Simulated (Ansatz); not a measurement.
FH₂InNO (SMILES N[O][In+][F]) (charge +1, triplet)

```yaml
atoms:
  - { symbol: F, position_ang: [0.9048, -2.7155, 1.1911] }
  - { symbol: In, position_ang: [-0.5954, -1.4666, 1.0545] }
  - { symbol: N, position_ang: [0.0439, 1.7961, 0.9932] }
  - { symbol: O, position_ang: [0.4179, 0.5824, 1.0584] }
  - { symbol: H, position_ang: [-0.9460, 2.0561, 0.9167] }
  - { symbol: H, position_ang: [0.7792, 2.5132, 1.0203] }
```

Geometry: B3LYP-D3(BJ)/def2-SVP; core potentials replace the inner electrons of In.

All numbers below come from isolated molecule in a Gaussian basis; Kohn-Sham density functional theory, functional PBE0 in Ansatz.

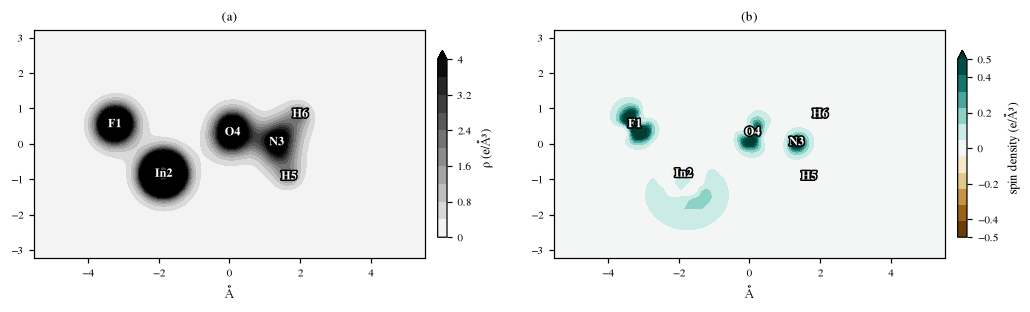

Figure 1. (a) electron density; (b) spin density on the molecular plane.

Read the bonding off the picture.

Answer. The plane passes through F, In, N, O and H nuclei. N–O (1.27 Å): the density is about 3 e/Å³ at the midpoint. In–F (1.96 Å): the density is about 0.78 e/Å³ at the midpoint. In–O (2.29 Å): ρ at the midpoint is about 0.37 e/Å³. N–H (1.03 Å): ρ is about 3 e/Å³ halfway. The unpaired spin (2 electrons) lies mostly on In2 (about 0.7), O4 (about 0.5), N3 (about 0.5) and F1 (about 0.2), in electrons by Hirshfeld's partition.

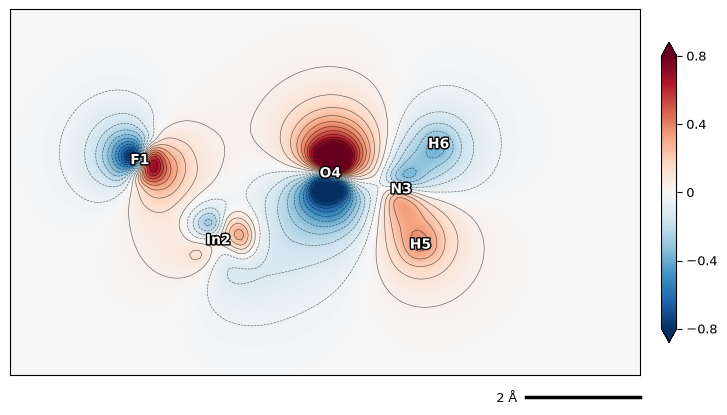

Figure 2. One frontier orbital on the molecular plane (values in Å⁻³ᐟ²; the overall sign is arbitrary).

Which orbital is it: HOMO (β) or LUMO (β)?

Answer. The HOMO (β), at −14.85 eV. Its weight (Hirshfeld) is mainly on O4 (about 60 %), F1 (about 15 %), N3 (about 10 %) and In2 (about 10 %); it is symmetric in the molecular plane (an in-plane orbital: σ, lone-pair or in-plane π type).

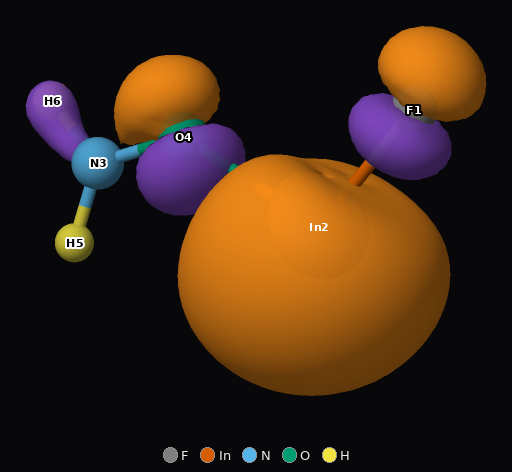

Figure 3. The HOMO (α) at ±0.1 Å⁻³ᐟ² (orange and purple are the two phases), seen at a tilt.

What is the character of this orbital?

Answer. It lies mainly on In2 (about 70 %), F1 (about 15 %) and O4 (about 10 %); it is symmetric in the molecular plane (an in-plane orbital: σ, lone-pair or in-plane π type). Its energy is −13.23 eV.
